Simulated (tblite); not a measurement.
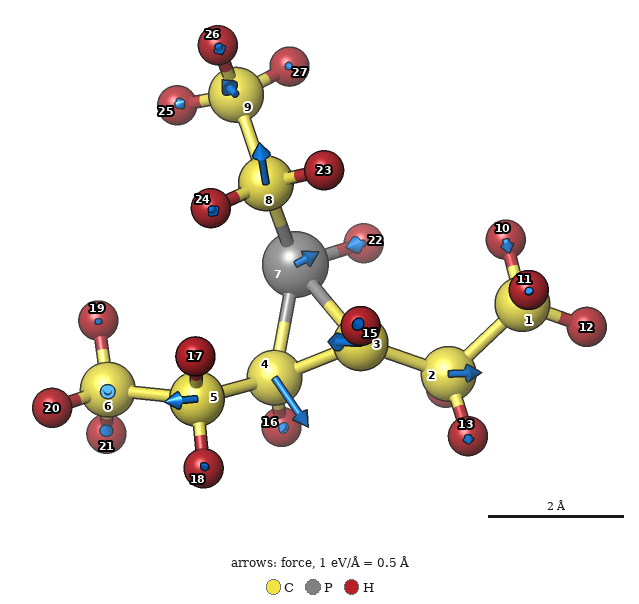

Starting geometry of C8H18P (charge +1) with the computed forces as blue arrows. The picture is a ball-and-stick view, seen face on.

Theory: tblite, GFN2-xTB geometry optimisation, gas phase. 

Is this structure relaxed? If not, where do the atoms go?

Answer. It isn't relaxed: the largest force vector, on a C atom, is 1.86 eV/Å. The final displacements have little in common with the starting forces (cosine between the two patterns 0.09). The largest moves after the best rigid fit, 0.68 Å, are those of H atoms. By element the largest moves are H 0.68 Å, P 0.52 Å, C 0.47 Å. Among the contacts that change: C–P 1.899 → 1.810 Å, H–P 1.415 → 1.374 Å, C–P 1.793 → 1.829 Å, C–C 1.479 → 1.512 Å. Bond angles that change, for instance: C–P–C 97.0° → 123.3°, C–P–H 99.6° → 113.7°, C–P–C 112.5° → 124.3°. After 161 geometry steps the energy has fallen by 9.99 kcal/mol. Cost: 1.4 s on 1 thread of Arm Neoverse V2, with other jobs on the host.
